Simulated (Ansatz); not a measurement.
Relaxed SiC (zinc blende):

```
SiC
1.0
    0.00000     4.37973     4.37973
    2.18986     0.00000     2.18986
    2.18986     2.18986     0.00000
C Si
2 2
Direct
  0.37500   0.75000   0.75000
  0.87500   0.75000   0.75000
  0.00000   0.00000   0.00000
  0.50000   0.00000   0.00000
```

The atoms are displaced by Q × the pattern below (from a DFPT mode at L = (0.5, 0.0, 0.0), largest move 1; Q in Å), at fixed cell. It is one choice among 2 degenerate patterns. (q is in reciprocal vectors of the primitive cell; the cell shown is doubled to hold the pattern.)

| atom | x | y | z |
|---|---|---|---|
| C1 | 0.285 | -0.520 | 0.805 |
| C2 | -0.285 | 0.520 | -0.805 |
| Si3 | 0.109 | -0.198 | 0.307 |
| Si4 | -0.109 | 0.198 | -0.307 |

All values below come from PBE (plane waves to 420 eV, PAW, scalar-relativistic; Ansatz, an electronic-structure program). k mesh 13×13×13 (Γ-centred), Fermi-Dirac smearing 0.05 eV. Energies are smeared free energies. SiC was relaxed with its symmetry unable to fall. The PAW data are Ansatz's earlier set. The zero of ΔE is the undisplaced structure.

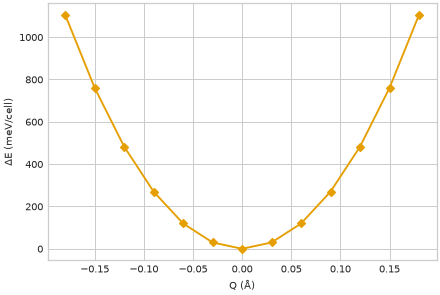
*ΔE (meV/cell) against Q (Å); computed points joined by lines.*

Question: What is the energy change at Q = 0.180 Å?

Answer: About 1100 meV/cell.

Question: What harmonic wavenumber does the curvature at Q = 0 give?

Answer: About 750 cm⁻¹.

(A displaced cell: forces are minus the slopes of the energy, force constants its curvatures, and phonons follow from these.)
